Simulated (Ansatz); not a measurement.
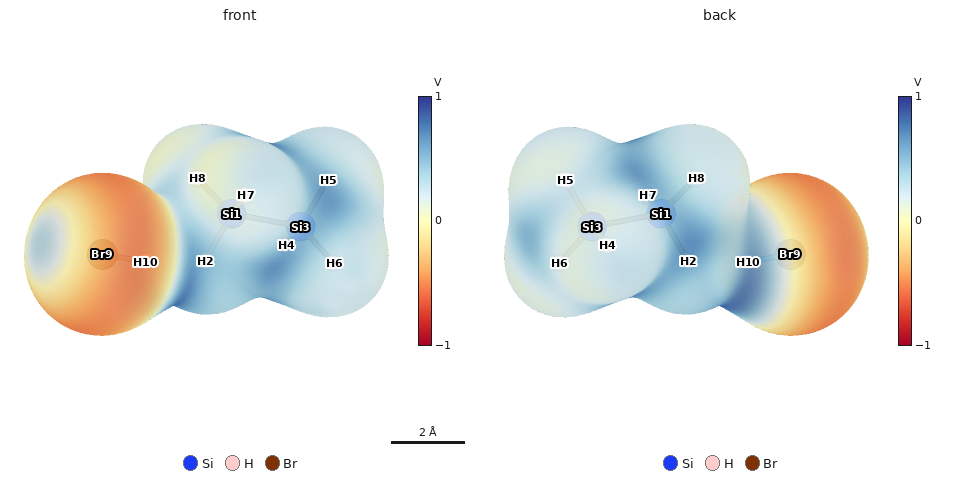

H₆Si₂···HBr. The electrostatic potential painted on the density surface at 0.001 e/bohr³, seen from the front and from behind; the colour scale runs from red (negative) to blue (positive).

Level of theory: Ansatz, RKS PBE/def2-SVP.

```xyz
10

Si    0.1295    0.0936   -0.2599
H    -0.0599   -0.2070    1.2106
Si    2.4225   -0.0194   -0.7875
H     2.9408   -1.4049   -0.5077
H     2.6265    0.2941   -2.2459
H     3.1988    0.9706    0.0393
H    -0.4167    1.4704   -0.5237
H    -0.6696   -0.9115   -1.0437
Br   -3.3042   -0.1193    2.2984
H    -1.9043   -0.1668    1.9564
```

Question: Which sites attract a positive test charge, and which a negative one?

Answer: A positive charge is drawn to the negative regions and a negative charge to the positive ones. The most negative region (about −0.5 V) lies over Br9, the most positive (about +0.8 V) over H10. Br9 shows a σ-hole: about +0.4 V at the tip opposite its bond, against about −0.5 V on its flanks.
